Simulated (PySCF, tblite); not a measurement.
**C₄H₁₂N₂OSi: geometry, infrared bands and NMR shifts**

Wanted: the infrared bands and NMR shifts of C₄H₁₂N₂OSi (`N[SiH](N)OC1CCC1`), by calculation.

Programs: tblite 0.8.0 and PySCF 2.14.0, with density-fitted response routines of our own. Each step states its level of theory. These are calculated values for one molecule in the gas phase, unless marked as measured. Atoms count from 0, in the outputs and in this text.

## (1) The molecule as given

20 atoms, charge 0, multiplicity 1; geometry from: force field or distance geometry start.

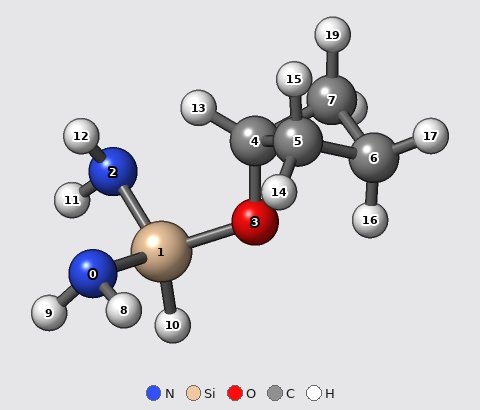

The starting geometry (nitrogen blue, silicon light orange, oxygen red, carbon grey, hydrogen white), atoms numbered; sticks join atoms by distance.

## (2) Geometry optimisation with GFN2-xTB

What the job is given:

```
{"job": {"kind": "relax", "xc": "GFN2-xTB", "basis": "xTB"}, "charge": 0, "multiplicity": 1}
N      2.492800     1.231200     0.079500
Si     1.664900    -0.014800    -0.940000
N      2.121100    -1.616600    -0.229000
O     -0.029400     0.195400    -0.946800
C     -0.623700    -0.264100     0.241700
C     -1.571600     0.848000     0.715900
C     -2.400700     0.408400    -0.496900
C     -1.897600    -0.992500    -0.102900
H      2.090000     2.190500    -0.149400
H      3.473600     1.270000    -0.296600
H      2.127800     0.113000    -2.320300
H      3.044800    -1.852000    -0.623300
H      2.217500    -1.463700     0.792900
H      0.023300    -0.679800     0.995500
H     -1.142300     1.873100     0.652700
H     -1.991600     0.553800     1.697600
H     -1.876500     0.725800    -1.408100
H     -3.472700     0.565700    -0.409100
H     -1.866600    -1.718000    -0.921400
H     -2.388200    -1.362600     0.845700
```

Command:

```
> OMP_NUM_THREADS=1 python probes_run.py task.json out
```

One launch serves the whole session: the jobs run in the order shown.

**Question.** This job is followed by: GFN2-xTB harmonic vibrations, gas phase; GIAO PBE0/pcSseg-1 NMR shielding, non-relativistic, gas phase. What will the session give for the following? strongest single infrared mode (GFN2-xTB); zero-point energy (GFN2-xTB); ¹³C shifts against TMS (PBE0/pcSseg-1, means over atoms taken as alike); ¹H shifts against TMS (PBE0/pcSseg-1, means over atoms taken as alike); ¹⁵N shifts against NH3 (PBE0/pcSseg-1, means over atoms taken as alike); ²⁹Si shifts against TMS (PBE0/pcSseg-1); ¹⁷O shifts against H2O (PBE0/pcSseg-1).

As calculated:

| quantity | value |
| --- | --- |
| strongest single infrared mode (GFN2-xTB) | 575 cm⁻¹, 398 km/mol |
| zero-point energy (GFN2-xTB) | 103.0 kcal/mol |
| ¹³C shifts against TMS (PBE0/pcSseg-1, means over atoms taken as alike) | 66.5, 35.2, 12.8 ppm |
| ¹H shifts against TMS (PBE0/pcSseg-1, means over atoms taken as alike) | 5.07, 4.91, 2.48, 2.08, 1.81, 1.63, 0.23 ppm |
| ¹⁵N shifts against NH3 (PBE0/pcSseg-1, means over atoms taken as alike) | 26.1 ppm |
| ²⁹Si shifts against TMS (PBE0/pcSseg-1) | -39.6 ppm |
| ¹⁷O shifts against H2O (PBE0/pcSseg-1) | 96.7 ppm |

Relaxing lowered the energy by 1.575 eV in 216 steps; the close pair that moved most is Si1–O3, from 1.707 to 1.620 Å. All 54 modes are real, so the xTB geometry is a minimum. The strongest single mode, at 575 cm⁻¹, is carried by H12, H11, N2, H8. GFN2-xTB is a fitted tight-binding method: band positions and strengths are rough. Its intensities can rank the bands wrongly. The most deshielded carbon is C4 (sp3 CH bonded to O), at 66.5 ppm: deshielded by the electronegative neighbour.
